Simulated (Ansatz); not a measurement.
Cost and result by functional for the surface energy of the (320) surface of fcc Ir in its 1x1 cell, outermost plane spacing 0.54 Å in the ideal cut, in Ansatz (plane waves, PAW). Single points on the PBE structure, on one kind of machine; costs are rough ratios of the slab run's core time (references not counted) to the cheapest single point. r2SCAN's cost holds its higher cutoff (500 against 420 eV). Differences are taken against r2SCAN for comparison alone: no measured value is at hand, so the table doesn't rank accuracy.

Slab: 20 atoms, 10.2 Å thick at the start (thin: gaps and levels are the slab's own); k 10x6x1, smearing 0.1 eV, dipole-corrected; all atoms relaxed; held to the part of the start's symmetry that mesh and held atoms allow; no spin, no spin-orbit, no U. These notes are the PBE run's.

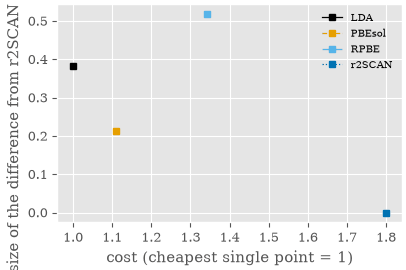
Fig. 1. Difference from r2SCAN against cost

```
functional                     relative cost  surface energy (J/m²)  less r2SCAN (J/m²)
-----------------------------  -------------  ---------------------  ------------------
LDA                                        1                   3.62                0.38
PBEsol                                     1                   3.45                0.21
RPBE                                       1                   2.72               -0.52
r2SCAN                                     2                   3.24                0.00
PBE (the relaxed run's value)              –                   2.98               -0.26
```

The values span 0.90 J/m², while the single points' costs differ by a factor of roughly 2. Differences are of unrounded values.

Ansatz is a quantum-chemistry and plane-wave program.
